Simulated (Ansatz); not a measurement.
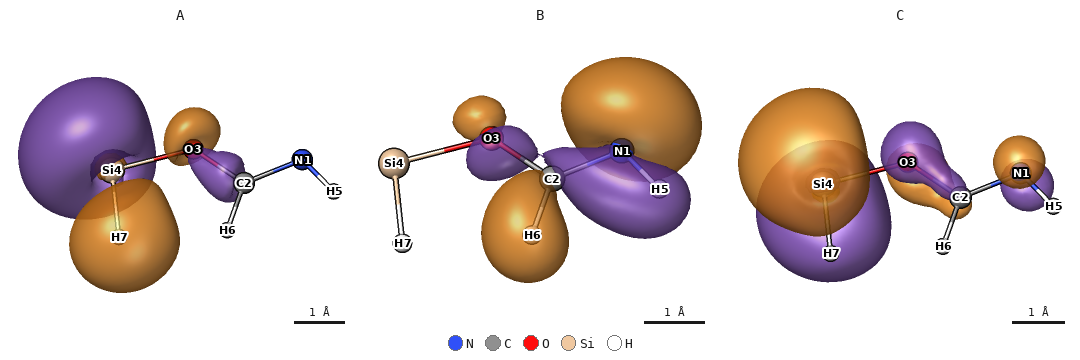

The picture shows: CH$_{3}$NOSi. Three frontier orbitals at ±0.1 Å⁻³ᐟ² (orange and purple are the two phases), in no order.

Theory: UKS PBE-D4/def2-SVP in Ansatz 0.2.0.

```json
{"atom": "N", "x (Å)": "-1.2401", "y (Å)": "-1.7581", "z (Å)": "-0.2062"}
{"atom": "C", "x (Å)": "-0.5388", "y (Å)": "-0.7047", "z (Å)": "-0.2975"}
{"atom": "O", "x (Å)": "0.4130", "y (Å)": "-0.4353", "z (Å)": "0.6471"}
{"atom": "Si", "x (Å)": "1.4778", "y (Å)": "0.8961", "z (Å)": "0.7415"}
{"atom": "H", "x (Å)": "-1.8990", "y (Å)": "-1.7937", "z (Å)": "-0.9996"}
{"atom": "H", "x (Å)": "-0.5898", "y (Å)": "0.0853", "z (Å)": "-1.0890"}
{"atom": "H", "x (Å)": "0.9589", "y (Å)": "1.5983", "z (Å)": "-0.5659"}
```

Which picture is the HOMO−1, the HOMO and the LUMO?

B is the HOMO−1 (−6.52 eV). Its weight (Hirshfeld) is mainly on N1 (about 70 %), C2 (about 10 %) and H6 (about 5 %); it is symmetric in the molecular plane (an in-plane orbital: σ, lone-pair or in-plane π type); largely a lone pair of N1. A is the HOMO (−6.00 eV). Its weight (Hirshfeld) is mainly on Si4 (about 70 %) and H7 (about 20 %); it is symmetric in the molecular plane (an in-plane orbital: σ, lone-pair or in-plane π type). C is the LUMO (−3.41 eV). By Hirshfeld shares it lies mainly on Si4 (about 80 %) and O3 (about 10 %); it changes sign across the molecular plane (π type).

What is the HOMO–LUMO gap?

2.59 eV between the orbital energies.
